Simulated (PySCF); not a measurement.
C₄H₃NOS (SMILES O=Cc1cnsc1)

```xyz
10

O    -2.2701    1.1063    0.1519
C    -1.6155    0.1000    0.0588
C    -0.1599    0.0427    0.0067
C     0.6166   -1.1406   -0.1054
N     1.9064   -0.9740   -0.1363
S     2.3004    0.6091   -0.0344
C     0.6866    1.1317    0.0574
H    -2.0938   -0.8973    0.0032
H     0.2186   -2.1389   -0.1657
H     0.4196    2.1655    0.1412
```

Geometry: GFN2-xTB.

Method: PBE0/pcSseg-1, SCF density, gas phase, non-relativistic (PySCF 2.14.0).

> Predict the electron density and electron localisation function between the atoms.

C–O (1.20 Å): ρ is about 3.3 e/Å³ halfway; the ELF peaks at about 0.85 between the atoms: a short, multiple covalent bond.
C–N (1.30 Å): ρ is about 2.6 e/Å³ halfway; the ELF peaks at about 0.90 between the atoms (localised, covalent bonding).
C–C (1.38 Å): ρ at the midpoint is about 2.1 e/Å³; the ELF peaks at about 0.95 between the atoms, as expected for a covalent bond.
S–N (1.63 Å): the density is about 1.6 e/Å³ at the midpoint; the ELF peaks at about 0.90 between the atoms (localised, covalent bonding).

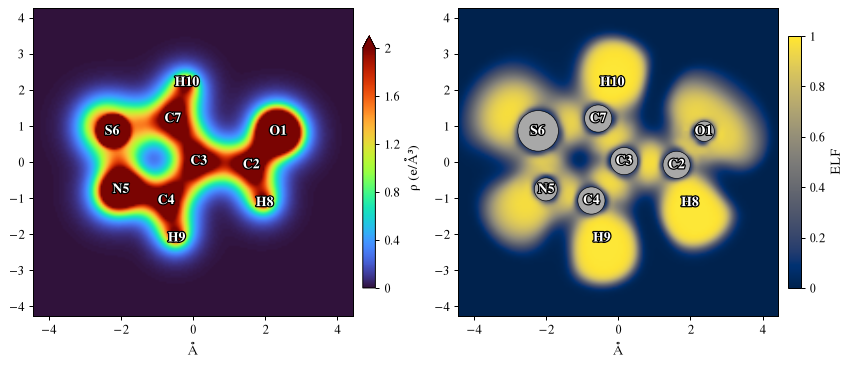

Computed electron density and electron localisation function on the molecular plane, in this order. Grey discs cover the atomic cores in the ELF map. 
